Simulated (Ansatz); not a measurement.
Consider Be3WN4.

The calculation's input:

```
crystal:
  lattice:
    - [-2.4849892284, 2.4849892284, 2.4849892284]
    - [2.4849892284, -2.4849892284, 2.4849892284]
    - [2.4849892284, 2.4849892284, -2.4849892284]
  atoms:
    - { symbol: Be, position: [0.5, 0.5, 0.0] }
    - { symbol: Be, position: [0.5, 0.0, 0.5] }
    - { symbol: Be, position: [0.0, 0.5, 0.5] }
    - { symbol: W, position: [0.0, 0.0, 0.0] }
    - { symbol: "N", position: [0.5, 0.5, 0.5] }
    - { symbol: "N", position: [0.0, 0.0, 0.5] }
    - { symbol: "N", position: [0.0, 0.5, 0.0] }
    - { symbol: "N", position: [0.5, 0.0, 0.0] }
basis:
  ecutwfc: 420
kpoints:
  mp_grid: { grid: [10, 10, 10] }
hamiltonian:
  xc: pbe
scf:
  occupations: { method: gaussian, width: 0.1 }
output:
  forces: true
  stress: true
  eigenvalues: true
  write_density: true
  write_potential: true
  elf: true
  volumetric_format: npy
relax:
  adjacent_minimum: "off"
  f_tol: 0.01
  max_steps: 80
  cell: { stress_tol: 0.05 }
```

Launched as:

```sh
ansatz run input.yaml --threads 1 --pin off --max-ram 2048MiB --backend cpu --events-out ev --progress --plain --runs-dir out
```

Below, planes, directions and counts refer to the conventional cell (a = 4.97 Å, b = 4.97 Å, c = 4.97 Å, α = 90.00°, β = 90.00°, γ = 90.00°).

The fields are those of the relaxed geometry.

Space group Im-3m; a structure generated by program, which may or may not match a known phase.

Level of theory: DFT PBE, scalar-relativistic, plane waves, PAW (Ansatz).

**What will maps of the valence pseudo-density and electron localisation function show?**

Be–N (2.15 Å): the density is about 0.36 e/Å³ at the midpoint; the ELF peaks at about 0.80 in the valence shell of N, 0.6 Å from its nucleus, and is about 0.55 at the midpoint.
W–N (2.15 Å): the density is about 0.67 e/Å³ at the midpoint; the ELF peaks at about 0.85 in the valence shell of N, 0.6 Å from its nucleus, and is about 0.25 at the midpoint.

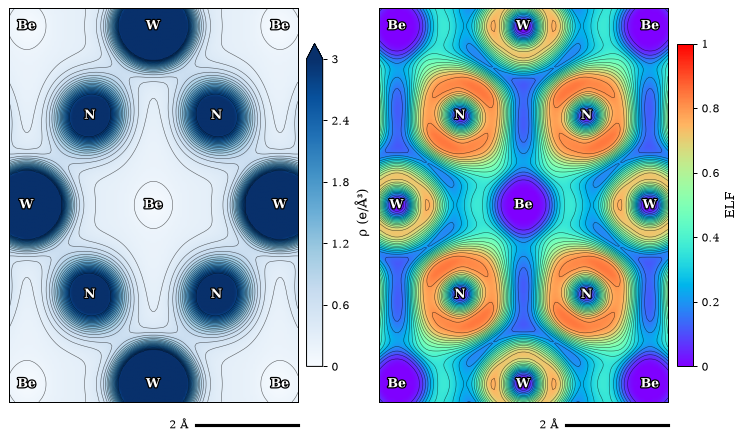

Computed valence pseudo-density and electron localisation function on the (011) plane of the conventional cell, in this order. 
